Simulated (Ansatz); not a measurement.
# The cluster GeCl₂− (doublet): one molecule under many settings

Aim: run the cluster GeCl₂− (doublet) under a spread of inputs, and see what each costs and gives.

Computed with Ansatz 0.2.0, Gaussian basis. Level: the settings change from run to run.

**1. The relaxed structure**

The structure was relaxed beforehand with PBE-D4 in a triple-zeta def2 set.

3 atoms, charge -1, spin multiplicity 2.

Atoms are counted from 1 here; the program's logs count them from 0.

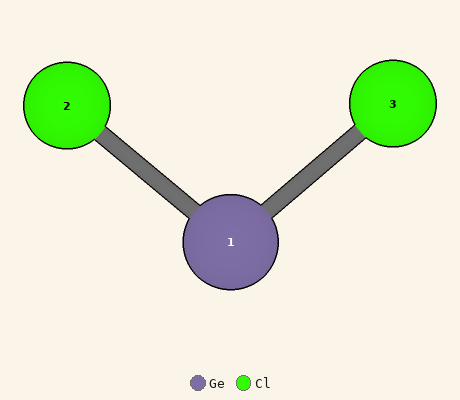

The geometry (germanium purple, chlorine green); atoms are numbered from 1 in the order of the file.

**2. B3LYP/x2c-TZVPPall**

Options: multiplicity 4, coordinates scaled by 1.12, D3(BJ) with three-body dispersion, the search for lower states set to off.

Contents of in.yaml:

```yaml
crystal:
  periodic: [false, false, false]
  atoms:
    - {symbol: Ge, position_ang: [1.102440, 0.095654, -0.240776]}
    - {symbol: Cl, position_ang: [-0.960719, -0.256795, -1.837945]}
    - {symbol: Cl, position_ang: [-0.141721, 0.161141, 2.078722]}
basis:
  gaussian: {orbitals: x2c-TZVPPall}
total_charge: -1
magnetization: {spin_polarized: true, initial_magnetization: 3}
hamiltonian: {xc: {name: B3LYP}, dispersion: d3bjatm}
scf: {lower_state_search: off}
output: {forces: true}
```

On the command line:

```console
$ ansatz run in.yaml --threads 4 --pin off --events-out ev --progress --plain --max-ram 3916MiB
```

Standard output (excerpt; [...] marks lines left out):

```text
Functional definition: B3LYP
  name "B3LYP"
  cite "Stephens, Devlin, Chabalowski & Frisch, J. Phys. Chem. 98, 11623 (1994) doi:10.1021/j100096a001"
  cite "Becke, Phys. Rev. A 38, 3098 (1988) doi:10.1103/PhysRevA.38.3098"
  cite "Lee, Yang & Parr, Phys. Rev. B 37, 785 (1988) doi:10.1103/PhysRevB.37.785"
  cite "Vosko, Wilk & Nusair, Can. J. Phys. 58, 1200 (1980) doi:10.1139/p80-159"
[...]
833 factors; integrals over basis functions are off by at most 7.2e-4 eV
[...]
mean field -82236.46010932 eV, -3022.1341671427 hartree, gradient 7.0e-6 eV, S^2 3.759243; 0 other end points of the search recorded, 0 dependent functions left out
[...]
reference -82236.46034669 eV, -3022.1341758662 hartree; 35, 32 occupied and 97, 100 virtual orbitals, 833 factors
Total energy: -82236.62114219 eV, -3022.1400849917 hartree
Relativity: scalar
Atom 0 at     1.102440     0.095654    -0.240776 Å, force    -0.699589    -0.061086     0.148244 eV/Å
Atom 1 at    -0.960719    -0.256795    -1.837945 Å, force     0.240806    -0.025852    -0.604519 eV/Å
Atom 2 at    -0.141721     0.161141     2.078722 Å, force     0.458782     0.086938     0.456275 eV/Å
Dipole moment:     0.204220     0.017766    -0.044054 e Å
Checks for a lower state left out: stability, starts, cluster_reference, orbital_swaps, neighbouring_geometries, increment
```

Wall time 3 s (4 threads of Arm Neoverse V1, shared host).

Largest force 0.718 eV/Å, ⟨S²⟩ 3.759.

**3. CCSD/6-31G***

Options: correlated electrons set to all.

Contents of in.yaml:

```yaml
crystal:
  periodic: [false, false, false]
  atoms:
    - {symbol: Ge, position_ang: [0.984321, 0.085405, -0.214979]}
    - {symbol: Cl, position_ang: [-0.857785, -0.229282, -1.641023]}
    - {symbol: Cl, position_ang: [-0.126537, 0.143876, 1.856001]}
basis:
  gaussian: {orbitals: "6-31G*"}
total_charge: -1
magnetization: {spin_polarized: true, initial_magnetization: 1}
hamiltonian: {xc: {name: HF}}
correlation: {method: ccsd, electrons: all}
scf: {omitted_lower_state_checks: [starts]}
```

Launched as before.

Standard output (excerpt; [...] marks lines left out):

```text
Functional definition: HF
  name "HF"
  cite "Fock, Z. Phys. 61, 126 (1930) doi:10.1007/BF01340294"
  parent pbe
[...]
640 factors; integrals over basis functions are off by at most 4.0e-4 eV
[...]
mean field -81475.67880467 eV, -2994.1759698731 hartree, gradient 4.7e-6 eV, S^2 0.766939; 2 other end points of the search recorded, 0 dependent functions left out
determinant -81475.67880467 eV, -2994.1759698731 hartree, with singles and doubles -81491.40855756 eV, -2994.7540276296 hartree
determinant -81473.08500852 eV, -2994.0806496226 hartree, with singles and doubles -81488.99962490 eV, -2994.6655009874 hartree
determinant -81473.02235368 eV, -2994.0783470998 hartree, with singles and doubles -81488.98998574 eV, -2994.6651467548 hartree
reference -81475.67880467 eV, -2994.1759698731 hartree; 34, 33 occupied and 39, 40 virtual orbitals, 640 factors
second order -15.54027367 eV of doubles, -0.00000000 eV of singles
cycle   1  -15.72921036 eV  change    5.4e-4 eV  update   6.9e-4
[...]
cycle   4  -15.72938891 eV  change    4.2e-5 eV  update   5.5e-5
Total energy: -81491.40819358 eV, -2994.7540142539 hartree
Checks for a lower state left out: starts
```

Run time: 17 s. Hardware: 4 threads of Arm Neoverse V1, shared host; peak memory 0.86 GiB.

⟨S²⟩ 0.767, T1 0.008.

**4. RPBE/cc-pVTZ-DK**

Options: charge 0, multiplicity 1, relativity set to none.

Contents of in.yaml:

```yaml
crystal:
  periodic: [false, false, false]
  atoms:
    - {symbol: Ge, position_ang: [0.984321, 0.085405, -0.214979]}
    - {symbol: Cl, position_ang: [-0.857785, -0.229282, -1.641023]}
    - {symbol: Cl, position_ang: [-0.126537, 0.143876, 1.856001]}
basis:
  gaussian: {orbitals: cc-pVTZ-DK}
hamiltonian: {xc: {name: RPBE}, pseudopotentials: {relativity: none}}
scf: {omitted_lower_state_checks: [starts]}
output: {forces: true}
```

Launched as before.

Standard output (excerpt; [...] marks lines left out):

```text
Functional definition: RPBE
  name "RPBE"
  cite "Hammer, Hansen & Nørskov, Phys. Rev. B 59, 7413 (1999) doi:10.1103/PhysRevB.59.7413"
  cite "Perdew, Burke & Ernzerhof, Phys. Rev. Lett. 77, 3865 (1996) doi:10.1103/PhysRevLett.77.3865"
[...]
929 factors; their error is unknown
[...]
mean field -81188.38737477 eV, -2983.6182045574 hartree, gradient 1.9e-5 eV, S^2 0.000000; 0 other end points of the search recorded, 0 dependent functions left out
[...]
reference -81188.38740773 eV, -2983.6182057685 hartree; 33, 33 occupied and 78, 78 virtual orbitals, 929 factors
WARN: the results are in doubt because the basis set is contracted for relativity, which is off
Total energy: -81188.38740773 eV, -2983.6182057685 hartree
Atom 0 at     0.984321     0.085405    -0.214979 Å, force    -2.403514    -0.208526     0.525127 eV/Å
Atom 1 at    -0.857785    -0.229282    -1.641023 Å, force     1.481383     0.246990     1.075070 eV/Å
Atom 2 at    -0.126537     0.143876     1.856001 Å, force     0.922131    -0.038464    -1.600196 eV/Å
Dipole moment:     0.569624     0.049417    -0.124485 e Å
In doubt: the basis set is contracted for relativity, which is off
Checks for a lower state left out: starts
```

It took 0.76 s on 4 threads of Arm Neoverse V1, shared host.

Largest force 2.469 eV/Å, dipole 2.81 D. The log holds a warning on this run.

**5. RPA/aug-cc-pVDZ**

Set apart from the defaults: multiplicity 4, restricted open-shell orbitals, density fitting with cc-pVTZ-jkfit.

Contents of in.yaml:

```yaml
crystal:
  periodic: [false, false, false]
  atoms:
    - {symbol: Ge, position_ang: [0.984321, 0.085405, -0.214979]}
    - {symbol: Cl, position_ang: [-0.857785, -0.229282, -1.641023]}
    - {symbol: Cl, position_ang: [-0.126537, 0.143876, 1.856001]}
basis:
  gaussian: {orbitals: aug-cc-pVDZ, fitting: {mean_field: cc-pVTZ-jkfit}}
total_charge: -1
magnetization: {spin_polarized: false, initial_magnetization: 3}
hamiltonian: {xc: {name: HF}}
correlation: {method: rpa}
scf: {omitted_lower_state_checks: [starts]}
```

Launched as before.

Standard output (excerpt; [...] marks lines left out):

```text
Functional definition: HF
  name "HF"
  cite "Fock, Z. Phys. 61, 126 (1930) doi:10.1007/BF01340294"
  parent pbe
[...]
449 factors; integrals over basis functions are off by at most 3.9e-1 eV
[...]
mean field -81479.94987499 eV, -2994.3329288123 hartree, gradient 1.5e-6 eV, S^2 3.750000; 0 other end points of the search recorded, 0 dependent functions left out
[...]
19 core orbitals not correlated: weight in the atoms' cores, before any rotation towards them, 1.000 or more for the frozen orbitals, at most 0.000 for the correlated occupied ones
reference -81479.94987499 eV, -2994.3329288123 hartree; 16, 13 occupied and 55, 58 virtual orbitals, 449 factors
Total energy: -81491.51601227 eV, -2994.7579765173 hartree
Checks for a lower state left out: starts
```

It took 6 s on 4 threads of Arm Neoverse V1, shared host.

**6. The runs in one table**

| level | charge | multiplicity | geometry | functions | energy (eV) | time |
| --- | --- | --- | --- | --- | --- | --- |
| B3LYP/x2c-TZVPPall | -1 | 4 | scaled | 132 | -82236.621 | 3 s |
| CCSD/6-31G* | -1 | 2 | relaxed | 73 | -81491.408 | 17 s |
| RPBE/cc-pVTZ-DK | 0 | 1 | relaxed | 111 | -81188.387 | 0.76 s |
| RPA/aug-cc-pVDZ | -1 | 4 | relaxed | 90 | -81491.516 | 6 s |

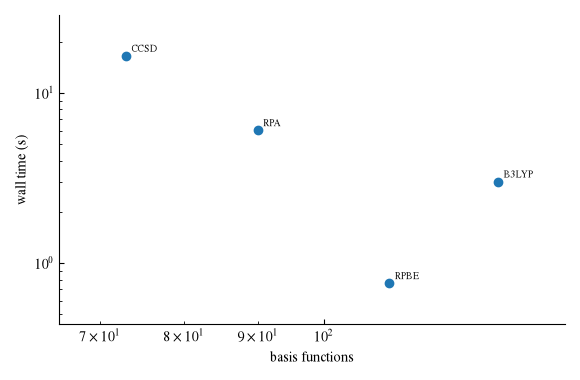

Wall time against the number of basis functions (shared host).

**7. Results**

| quantity | value |
| --- | --- |
| runs | 4 |
| quickest | RPBE/cc-pVTZ-DK, 0.76 s |
| slowest | CCSD/6-31G*, 17 s |

In words: The runs differ in state or geometry as well as level, so their energies can't be set against each other. Run time spans a factor of 22, from RPBE/cc-pVTZ-DK to CCSD/6-31G*. The jobs differ in tasks and options as well as level.
